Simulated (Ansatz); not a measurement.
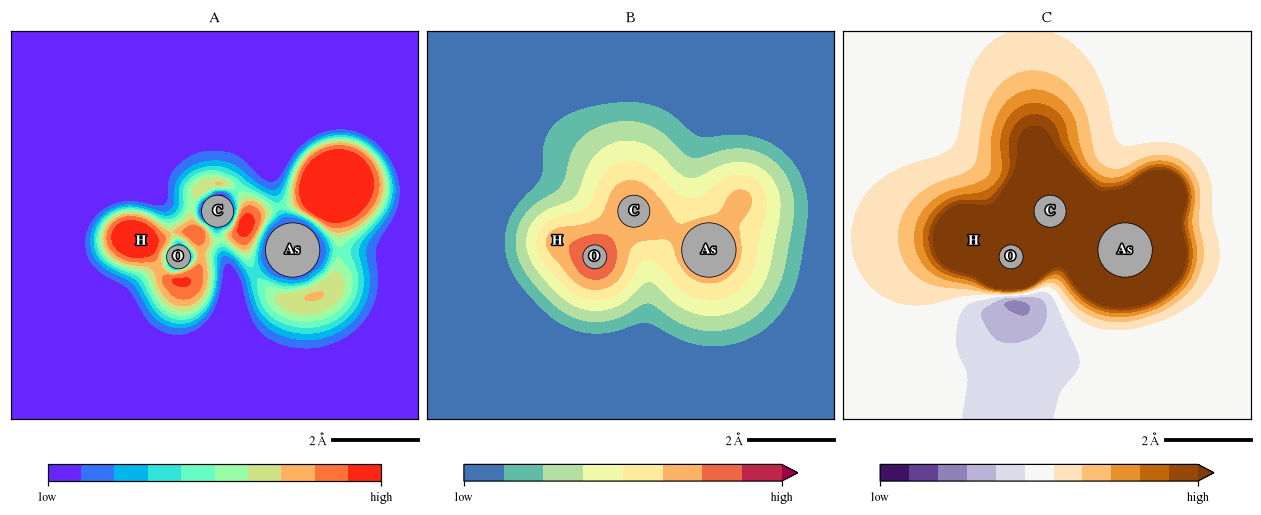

CH6AsGaO2 (SMILES O[C](O)([GaH2])[AsH2]): 3 fields on the plane of atoms C2, O3 and H7, with unlabelled colour scales. Grey discs cover the atomic cores.

Geometry: PBE0-D4/def2-TZVP.

These are results of Ansatz, RKS PBE0-D4/def2-TZVPP, not measurements.

Question: Match the panels to the quantities (electron density, electron localisation function and electrostatic potential).

Answer: Panel A: electron localisation function. Panel B: electron density. Panel C: electrostatic potential (strongly positive close to the atoms, with negative regions outside electron-rich atoms). From the grid: C–O (1.41 Å): the density is about 2.1 e/Å³ at the midpoint, with its minimum of 1.8 e/Å³ about 0.5 Å from C; the ELF peaks at about 0.85 between the atoms (a polar covalent bond). C–As (2.00 Å): ρ is about 0.92 e/Å³ halfway; the ELF peaks at about 0.95 between the atoms, as expected for localised, covalent bonding.
